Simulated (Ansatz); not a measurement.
**CH$_{6}$BGeI (SMILES C[B]([GeH3])I): density, localisation and related maps**

```yaml
atoms:
  - { symbol: C, position_ang: [-0.4255, 1.3811, -0.6709] }
  - { symbol: B, position_ang: [-0.5334, -0.1536, -0.4028] }
  - { symbol: Ge, position_ang: [0.7767, -1.1513, 0.8758] }
  - { symbol: I, position_ang: [-2.0853, -1.3027, -1.3649] }
  - { symbol: H, position_ang: [0.5966, 1.6230, -1.0187] }
  - { symbol: H, position_ang: [-0.5323, 1.9178, 0.2916] }
  - { symbol: H, position_ang: [-1.1520, 1.7939, -1.3854] }
  - { symbol: H, position_ang: [0.4957, -2.6614, 1.0000] }
  - { symbol: H, position_ang: [0.7075, -0.5288, 2.2927] }
  - { symbol: H, position_ang: [2.2349, -0.9692, 0.3857] }
```

Core potentials replace the inner electrons of I.

Level of theory: RKS B3LYP/def2-SVP in Ansatz.

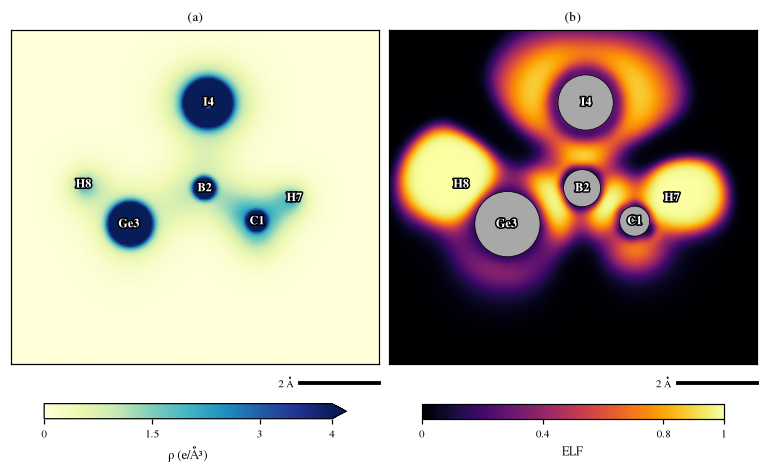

Figure 1. (a) electron density; (b) electron localisation function on the plane of atoms B2, Ge3 and H8. Grey discs cover the atomic cores in the ELF map.

**Read the bonding off the picture.**

The plane passes through C, B, Ge, I and H nuclei.
C–B (1.56 Å): the density is about 1.4 e/Å³ at the midpoint; the ELF peaks at about 1 between the atoms; localised, covalent bonding.
Ge–B (2.08 Å): ρ at the midpoint is about 0.75 e/Å³; the ELF peaks at about 0.95 in the valence shell of B, 0.8 Å from its nucleus, and is about 0.85 at the midpoint.
B–I (2.16 Å): ρ at the midpoint is about 0.81 e/Å³, with its minimum of 0.72 e/Å³ about 0.8 Å from B; the ELF peaks at about 0.90 between the atoms: a covalent bond.
C–H (1.10 Å): ρ at the midpoint is about 1.9 e/Å³; the ELF climbs to about 1 towards the hydrogen, as it does in any bond to H (a covalent bond by its length).
Ge–H (1.54 Å): the density is about 1 e/Å³ at the midpoint; the ELF climbs to about 1 towards the hydrogen.
The ELF also peaks beside I4, away from the bonds: lone-pair regions.

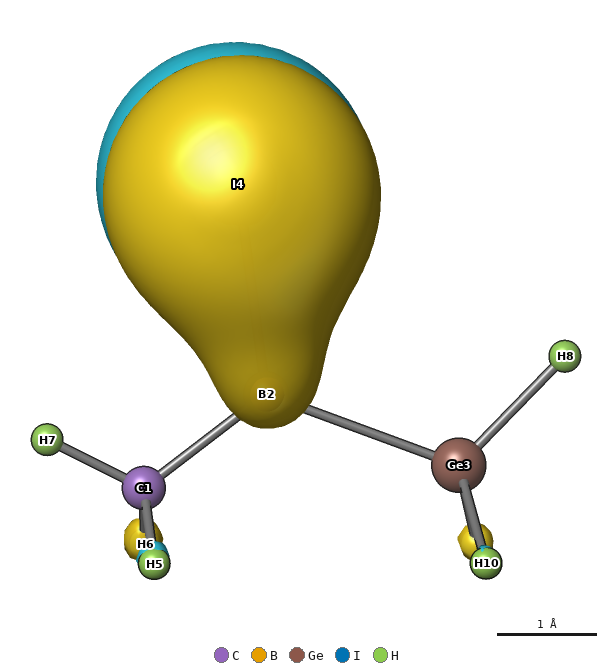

Figure 2. The HOMO−1 at ±0.1 Å⁻³ᐟ² (yellow and cyan are the two phases), seen across its widest extent.

**Describe this orbital and give its energy.**

By Hirshfeld shares it lies mainly on I4 (about 85 %) and B2 (about 10 %); largely a lone pair of I4. Its energy is −7.73 eV.
